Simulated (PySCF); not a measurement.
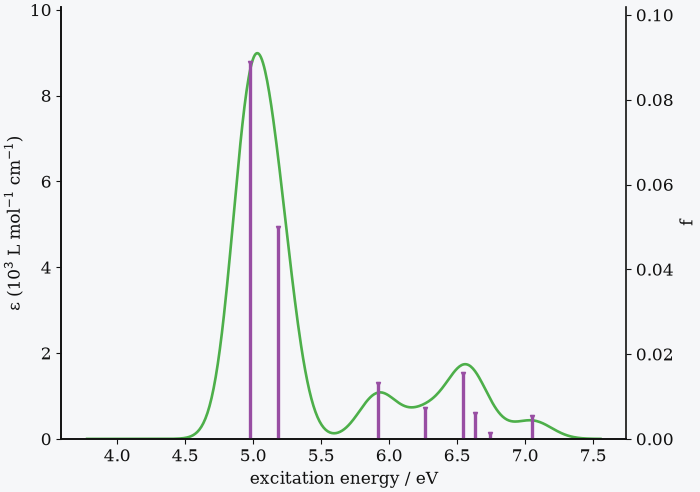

Vertical TDDFT excitations, CAM-B3LYP/def2-SVPD with PySCF, at a GFN2-xTB geometry (no frequency check), gas phase. The lowest 8 singlet states are shown; each is broadened by a Gaussian of 1/e half-width 0.20 eV. Sticks give oscillator strengths (right axis).

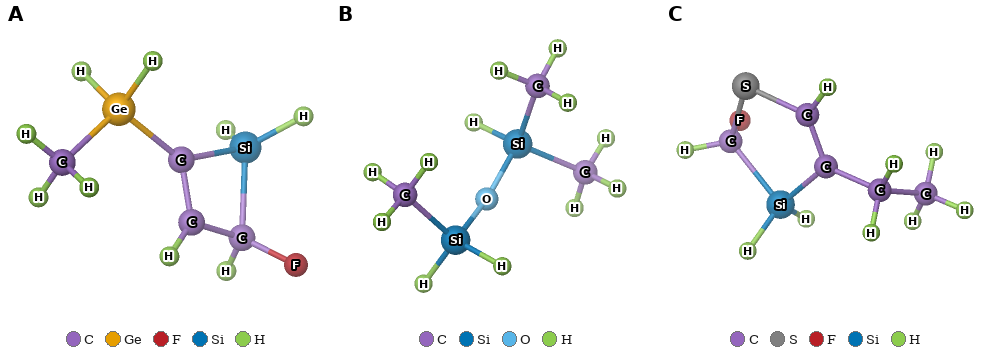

### Whose absorption spectrum is this? Choose among the lettered structures.

Structure C, C₅H₉FSSi, SMILES CCC1=CS[C@@H](F)[SiH2]1. Its lowest singlet lies at 4.98 eV (f = 0.089) and the brightest of those computed is S1 at 4.98 eV (249 nm), f = 0.089, mainly HOMO → LUMO (88 %).

Note: the tight-binding geometry is rougher than a DFT one and adds to the error; one conformer of a flexible molecule; core orbitals are frozen in the response.
